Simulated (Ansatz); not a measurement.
## MnO (Manganosite, R-3m): converging a phonon calculation

Aim: how dense must the meshes and how high the cutoff be for the phonons of MnO (Manganosite, R-3m)?

Main program and level: Ansatz 0.2.0; DFT PBE+U, scalar-relativistic, plane waves, PAW.

## (1) The starting structure

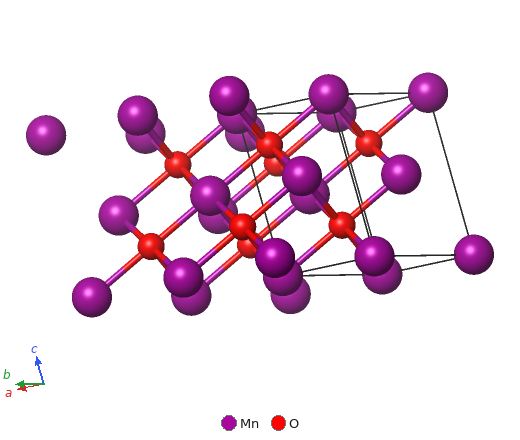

Start, viewed from a free direction; manganese purple, oxygen red. 2×2×1 cells are drawn. Bonds to atoms that aren't drawn are left out. Some periodic images of atoms are drawn too.

## (2) Relaxing to small forces for the phonons

Phonons need a cell at rest on their own settings, so the relaxation is repeated with tight tolerances on forces and stress, using the mesh and the filling of the phonon run that follows.

Input file input.yaml:

```yaml
crystal:
  lattice:
    - [2.2689945275, 0.0, -2.2689945275]
    - [2.2689945275, -2.2689945275, 0.0]
    - [-2.2119257476, -2.2119257476, -4.4809202751]
  atoms:
    - { symbol: Mn, position: [0.0, 0.5, 0.5], spin: -4.7 }
    - { symbol: Mn, position: [0.0, 0.0, 0.0], spin: 4.7 }
    - { symbol: O, position: [0.5, 0.25, 0.75] }
    - { symbol: O, position: [0.5, 0.75, 0.25] }
kpoints:
  mp_grid: { grid: [12, 12, 12] }
hamiltonian:
  xc: pbe
  hubbard: { sites: [{ species: Mn, l: d, u_eff: 3.9 }] }
scf:
  occupations: { method: gaussian, width: 0.02 }
output:
  forces: true
  stress: true
  eigenvalues: true
  populations: true
magnetization:
  spin_polarized: true
relax:
  adjacent_minimum: "off"
  f_tol: 0.001
  max_steps: 60
  cell: { stress_tol: 0.01 }
```

Command:

```sh
$ ansatz run input.yaml --threads 4 --pin off --max-ram 7168MiB --backend cpu --events-out ev --progress --plain --runs-dir out
```

Numbers of over 12 decimals in the logs are rounded to 6 here.

Output:

```text
Mn: projections on atomic orbitals take those of the free atom [Ne] 3s2 3p6 3d5 4s2, of charge +0.00 (hamiltonian.pseudopotentials.projection_atoms); the dataset's partial waves leave at most 9.0e-7 of an orbital's norm unspanned inside its sphere
[...]
- { symbol: Mn, position: [0.0, 0.0, 0.0] }
    - { symbol: O, position: [0.5, 0.250000, 0.75] }
    - { symbol: O, position: [0.5, 0.75, 0.25] }
--- Löwdin populations: 4 sites ---
  site symbol       q [e]    m [muB]
     0     Mn     13.7556    -4.7107
     1     Mn     13.7556     4.7107
     2      O      7.1174    -0.0000
     3      O      7.1174    -0.0000
  spilling = 0.006048 (of n_electrons = 42.000000)
[key lines of the parts left out:]
SCF converged after 4 iterations
Magnetization: 0.0000 μB (21.0000 up, 21.0000 down)
Free energy (F): -8931.263642 eV
Fermi energy:    11.840673 eV
P = ⅓ Tr σ = 0.0019 GPa (0.019 kbar)
```

Run time: 16 s. Hardware: 4 threads of Arm Neoverse V2, shared host; peak memory 0.85 GiB; 61 s of CPU time.

Little changed from the start: no atom moved by 0.005 Å and no cell edge by 0.1 %.

Numbers from this step:

- absolute magnetization: 9.499 μB
- site moments: -4.273, 4.273, 1.65e-16, -1.55e-16 μB
- pressure: 0.001889 GPa
- gap on the k-mesh: 1.595 eV
- volume per atom: 11.46 Å³
- gap by spin: 1.595, 1.595 eV
- direct gap on mesh: 2.189 eV

The forces vanish by symmetry and the pressure is 0.002 GPa, within the tolerances set. The cell now holds 11.46 Å³/atom.

## (3) Modes at Γ

The zone centre is the only wavevector solved here; it holds the modes that light can see, as far as symmetry allows. The response to a homogeneous field gives the Born charges and the dielectric tensor.

input.yaml, the sections that differ from step 2:

```yaml
crystal:
  lattice:
    - [2.2692653861, 0.0, -2.2692653861]
    - [2.2692653861, -2.2692653861, 0.0]
    - [-2.2116135619, -2.2116135619, -4.4808789479]
  atoms:
    - { symbol: Mn, position: [0.0, 0.5, 0.5], spin: -4.7 }
    - { symbol: Mn, position: [0.0, 0.0, 0.0], spin: 4.7 }
    - { symbol: O, position: [0.5, 0.25, 0.75] }
    - { symbol: O, position: [0.5, 0.75, 0.25] }
scf:
  occupations: { method: gaussian, width: 0.02 }
  convergence: { dr2_threshold: 1.0e-10 }
output:
  eigenvalues: true
  populations: true
phonons:
  method: dfpt
  dielectric: true
  rigid_motions: translations
# kpoints, hamiltonian, magnetization: as in step 2
# relax: removed
```

Output:

```text
[...]
Crystal: 4 atoms, lattice volume = 45.852 Å³
Basis set: ecut = 420 eV, 911 PW (Γ), exchange–correlation on 80×80×80 points (8 copies of the dense FFT grid, shifted against one another)
Bands: 31, of which v1, the nominal top of the filled ones, is band 21 counted from 1 (20 counted from 0)
Symmetry: 12 space group operations
[...]
k-points: 189 of 1728
[...]
Starting moments: Σ|m| = 9.4 μB on 2 of 4 sites
[...]
SCF 1 converged in 13 iterations: F = -8931.263642 eV  dr2 = 5.52e-12
[...]
a single point of the input's cell can leave the moments in the input for a lower state (scf.lower_state_search): this run first made a single point of its cell. This run's own SCFs start from the density of the state that the single point found, with the moments in the input. The single point stayed on the moments in the input.
k-points: 476 of 1728 (irreducible under 2 space group operations, time reversal used)
[...]
Stability of the state it starts from, as read at its close in the collinear treatment: not read negative (Ritz values of 1 − χ₀K, real part plus size of imaginary part, from 0.88 to 0.98, by its mixing steps under the symmetry group of the SCF that read it); its run was given moments
[...]
SCF iter   2: F=-8931.263642 eV  HF=-8931.263642 eV  |F-HF|=3.64e-12  |Δ(HF+E_count)|=  5.28e-10  Δρ=1.64e-7 (↑1.64e-7 ↓1.64e-7)  dr2=6.45e-12  dr2_m=9.16e-12  M=0.000 μB ∫|m|=9.498 μB  ethr=1.00e-12  ⟨swp⟩=6.9  Hψ=63859  notcnv=0
SCF 2 converged in 2 iterations: F = -8931.263642 eV  dr2 = 6.45e-12
NSCF: frozen V_eff on 5 k-points
DFPT response loops at Γ: preconditioner auto → Resta (q_TF=auto, 2.689 Å⁻¹)  ε∞=6.1 (no band partly filled); β = 1.00, the filter's whole step (`scf.mixing.beta` (0.30) is not read by the response loops at its default; to damp them type it under 1.00, their step now; it binds the ground state too); Broyden in place of MSR1
── the response to a field inside a basis, on 12×12×12 k-points: an SCF that follows is theirs, and a resumed run solves both again ──
Bands: 22, of which v1, the nominal top of the filled ones, is band 21 counted from 1 (20 counted from 0)
k-points: 474 of 1728 (irreducible under 4 space group operations)
[...]
Eigensolver: Dense (948 Hₖ)
SCF iter   1: F=—  HF=-8931.257826 eV  |F-HF|=—  |Δ(HF+E_count)|=         —  Δρ=3.00e-4 (↑3.00e-4 ↓3.00e-4)  dr2=2.39e-5  dr2_m=9.89e-6  M=0.000 μB ∫|m|=9.497 μB  β_m=0.30  ethr=1.00e-1
[...]
SCF iter   7: F=-8931.257840 eV  HF=-8931.257840 eV  |F-HF|=1.82e-11  |Δ(HF+E_count)|=  4.33e-10  Δρ=1.66e-7 (↑1.66e-7 ↓1.66e-7)  dr2=5.45e-12  dr2_m=7.65e-12  M=0.000 μB ∫|m|=9.498 μB  ethr=2.51e-12
SCF 1 converged in 7 iterations: F = -8931.257840 eV  dr2 = 5.45e-12
[...]
SCF converged after 2 iterations
Magnetization: 0.0000 μB (21.0000 up, 21.0000 down)
Absolute magnetization: 9.4987 μB (∫|ρ↑−ρ↓|, with the PAW one-centre terms)
[...]
Per-site moments (μB) at R_I (Å): [(-4.272538, 0.930165), (4.272538, 0.930165), (6.900267041267097e-18, 0.930165), (3.1750518419638453e-18, 0.930165)]
Free energy (F): -8931.263642 eV
[...]
Internal energy: -8931.263642 eV  (E = F + TS)
E sigma→0 (E₀):  -8931.263642 eV
Fermi energy:    11.840672 eV
[...]
--- Band table (eV; the first three rows and the last of 952) ---
  k-point 0 ↑: bands = [... 17 lower, 9.5143, 9.6275, 10.4489, 10.4489, 12.6381, 15.7982, 15.8372, 15.8372, ... 6 higher]
  k-point 1 ↑: bands = [... 17 lower, 9.4529, 9.5150, 10.5087, 10.5087, 12.7796, 15.7510, 15.8335, 15.8335, ... 6 higher]
  k-point 2 ↑: bands = [... 17 lower, 9.3104, 9.3104, 10.6456, 10.6456, 13.1420, 15.6379, 15.8233, 15.8233, ... 6 higher]
  k-point 475 ↓: bands = [... 17 lower, 8.6063, 8.7337, 10.6555, 10.7509, 15.1325, 16.4829, 16.5775, 16.5779, ... 6 higher]
Occupation matrices written to <dir>
--- Phonons (Γ-DFPT): 3 representative perturbations + reference, on 476 of 1728 k-points (Σ response iterations 36) ---
  k mesh reduced under 2 symmetry operations, with k and −k counted as one. Each operation leaves every solved perturbation unchanged. A smaller set is not considered because the run has a Hubbard term
  ASR residual: 1.206e-4 → 0.000e0 eV/Å²; symmetrization residual: 7.191e-7 eV/Å²
  ASR residual per site (eV/Å²): 3.86e-5 3.86e-5 1.21e-4 1.21e-4
  Γ frequencies (cm⁻¹): 0.00 0.00 0.00 126.45 126.45 217.30 217.30 226.43 226.43 252.85 285.08 463.80
  ε∞ (high-frequency dielectric tensor):
        5.113900    -0.021217    -0.021217
       -0.021217     5.113900    -0.021217
       -0.021217    -0.021217     5.113900
  ε⁰ (static dielectric tensor: ions relaxed, cell fixed):
       24.754687    -2.523228    -2.523228
       -2.523228    24.754687    -2.523228
       -2.523228    -2.523228    24.754687
  ε⁰ − ε∞ (ionic part):
       19.640786    -2.502011    -2.502011
       -2.502011    19.640786    -2.502011
       -2.502011    -2.502011    19.640786
  softest optical mode at Γ: 126.45 cm⁻¹; the repairs (sum rule, projections) moved no ω² at Γ by more than (1.49 cm⁻¹)²
  Born effective charges Z* (e; rows j = field, columns β = displacement):
    site 0:
         2.41263   -0.04418   -0.04418
        -0.04418    2.41263   -0.04418
        -0.04418   -0.04418    2.41263
    site 1:
         2.41263   -0.04418   -0.04418
        -0.04418    2.41263   -0.04418
        -0.04418   -0.04418    2.41263
    site 2:
        -2.41263    0.04418    0.04418
         0.04418   -2.41263    0.04418
         0.04418    0.04418   -2.41263
    site 3:
        -2.41263    0.04418    0.04418
         0.04418   -2.41263    0.04418
         0.04418    0.04418   -2.41263
  Z* charge neutrality: 2.768e-3 e pre-enforcement
  solved inside a basis spanned on kpoints, on 12×12×12 k-points, its susceptibility summed on 18×16×12: ε∞ is read to err by 1.3e-2, Z* by 1.6e-2 e (field_mesh: kpoints solves on kpoints); Z* is corrected for what the basis lacks
  optical modes at Γ without the LO–TO term, one row a degenerate level:
      ω (cm⁻¹)  modes    IR ((D/Å)²/amu)
        126.45      2             0.0000
        217.30      2            44.9542
        226.43      2             0.0000
        252.85      1            20.1175
        285.08      1             0.0000
        463.80      1             0.0000
  optical modes at Γ + LO–TO along q̂ = [1.0000, 0.0000, 0.0000]:
      ω (cm⁻¹)  modes    IR ((D/Å)²/amu)
        126.45      2             0.0000
        217.30      1            22.4771
        226.43      2             0.0000
        241.77      1            20.9364
        285.08      1             0.0000
        463.80      1             0.0000
        499.99      1            21.6582
  optical modes at Γ + LO–TO along q̂ = [0.0000, 1.0000, 0.0000]:
      ω (cm⁻¹)  modes    IR ((D/Å)²/amu)
        126.45      2             0.0000
        217.30      1            22.4771
        226.43      2             0.0000
        241.77      1            20.9364
        285.08      1             0.0000
        463.80      1             0.0000
        499.99      1            21.6582
  optical modes at Γ + LO–TO along q̂ = [0.0000, 0.0000, 1.0000]:
      ω (cm⁻¹)  modes    IR ((D/Å)²/amu)
        126.45      2             0.0000
        217.30      1            22.4771
        226.43      2             0.0000
        241.77      1            20.9364
        285.08      1             0.0000
        463.80      1             0.0000
        499.99      1            21.6582
--- Löwdin populations: 4 sites ---
  site symbol       q [e]    m [muB]
     0     Mn     13.7556    -4.7107
     1     Mn     13.7556     4.7107
     2      O      7.1174    -0.0000
     3      O      7.1174    -0.0000
  spilling = 0.006048 (of n_electrons = 42.000000)
```

The job ended after 12 min (4 threads; peak memory 6.3 GiB).

Numbers from this step:

```
site moments                                            : -4.273, 4.273, 6.90e-18, 3.18e-18 μB
sum-rule residual before enforcement                    : 1.21e-4 eV/Å²
miss of the charge sum rule                             : 0.002768 e
estimated error of the dielectric tensor                : 0.01350
estimated error of the Born charges                     : 0.01640 e
highest optical mode at the zone centre (no LO-TO term) : 463.8 cm⁻¹
lowest optical zone-centre mode                         : 126.5 cm⁻¹
mean high-frequency dielectric constant                 : 5.114
largest Born charge (third of the trace)                : 2.413 e
mean static dielectric constant                         : 24.75
top of the zone-centre spectrum with the field          : 500.0 cm⁻¹
```

Without the LO-TO term. Patterns of degenerate modes are one choice out of their space. The modes at Γ (shares of kinetic energy by element, %):

```
mode  frequency (cm⁻¹)  Mn %  O %
   1               0.0    77   23
   2               0.0    77   23
   3               0.0    77   23
   4             126.5   100    0
   5             126.5   100    0
   6             217.3    23   77
   7             217.3    23   77
   8             226.4     0  100
   9             226.4     0  100
  10             252.8    23   77
  11             285.1   100    0
  12             463.8     0  100
```

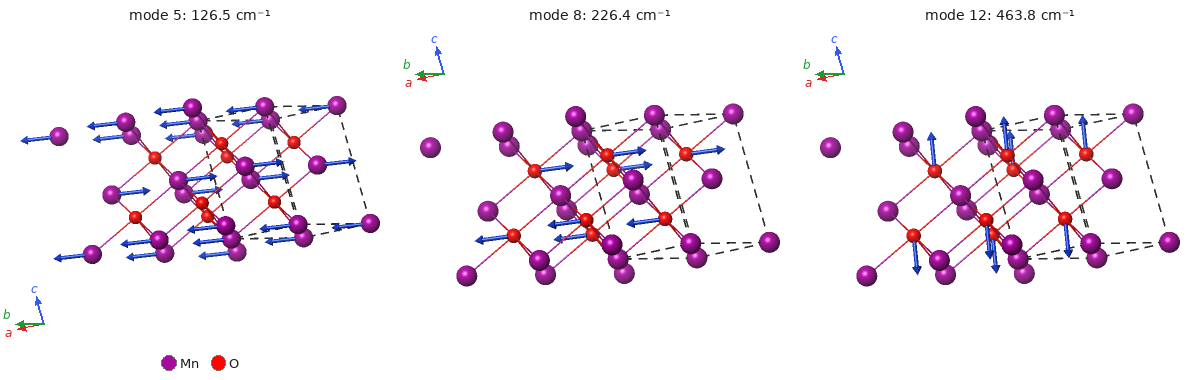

Displacement patterns of modes 5, 8 and 12 at Γ; arrows are exaggerated. Bonds to atoms that aren't drawn are left out. 2×2×1 cells are drawn. Some periodic images of atoms are drawn too.

Before it was imposed, the acoustic sum rule was missed by 1.2e-4 eV/Å² and the charge sum rule by 0.0028 e. Small misses are needed for a sound result but don't prove that mesh and cutoff are converged. The lowest optical mode is real, 126 cm⁻¹.

(Part 1 of 2 ends here.)

[Logs are printed without paths, hosts, clocks, repeated set-up lines and the standing remarks that a program may print on its own settings, such as how far it seeks lower states.]

[Hosts, paths, dates, database ids (printed as entryN), source tags and the programs' standing remarks are cut or masked in the printed files.]
